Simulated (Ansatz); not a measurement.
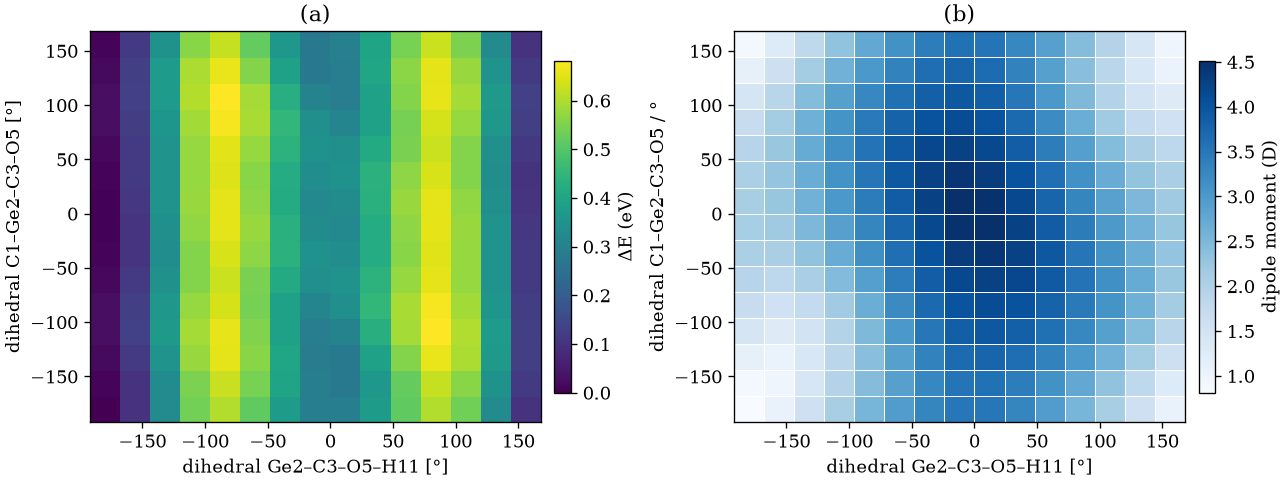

C₂H₆GeO₂, SMILES [CH3][GeH2][C](=O)O. The first coordinate is: dihedral Ge2–C3–O5–H11; the second: dihedral C1–Ge2–C3–O5. Nothing is relaxed (all other coordinates rigid). The scan uses a 15 × 15 grid. Points are written as (first, second). Energies: eV, counted from the lowest grid point. Level of theory: RKS B3LYP-D4/def2-SVP in Ansatz 0.2.0.

Panel (a) is the energy; panel (b) is the computed dipole moment, in D.

The picture shows one coloured cell a grid point.

How does the dipole moment vary over the map, and what is it at the lowest grid point?

Leaving out the highest fifth of the energies, it runs from 0.81 D at (−180°, −180°) to 4.51 D at (−12°, 12°). At the lowest grid point, (−180°, −180°), it is 0.81 D.
